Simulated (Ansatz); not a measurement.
ZrO$_{2}$ (tetragonal-ZrO2 type, space group P4_2/nmc)

```yaml
crystal:
  lattice:
    - [3.58448, 0.00000, 0.00000]
    - [0.00000, 3.58448, 0.00000]
    - [0.00000, 0.00000, 5.17719]
  atoms:
    - { symbol: Zr, position: [0.00000, 0.00000, 0.00000] }
    - { symbol: Zr, position: [0.50000, 0.50000, 0.50000] }
    - { symbol: O, position: [0.00000, 0.50000, 0.20147] }
    - { symbol: O, position: [0.00000, 0.50000, 0.70147] }
    - { symbol: O, position: [0.50000, 0.00000, 0.29853] }
    - { symbol: O, position: [0.50000, 0.00000, 0.79853] }
```

E(V) scan at fixed shape, V₀ the volume above. The atoms relax within the cell's symmetry.

Method: PBEsol (plane waves to 420 eV, PAW, scalar-relativistic; Ansatz, a first-principles code). k mesh 10×10×7 (Γ-centred), Fermi-Dirac smearing 0.05 eV. The energy includes the smearing's −TS. With the shape held, the modulus is that of even scaling; a crystal free to change shape is softer. This is a high-temperature form of ZrO2. ZrO2 is run without spin polarisation. ZrO2 was relaxed with its symmetry unable to fall. The zero of ΔE is the relaxed starting cell.

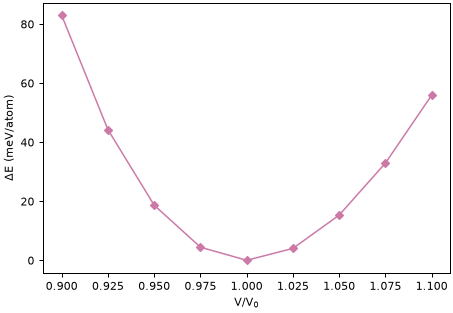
Figure: ΔE (meV/atom) against V/V₀; one marker a computed point.

Problem. What is ΔE at V/V₀ = 0.900?

Solution. About 83 meV/atom.

Problem. What is ΔE at V/V₀ = 1.100?

Solution. About 56 meV/atom.

Problem. What bulk modulus at fixed cell shape B₀ follows from a third-order Birch-Murnaghan fit?

Solution. About 190 GPa.

(Under strain, the slope of the energy per volume gives the stress and its curvature an elastic modulus.)
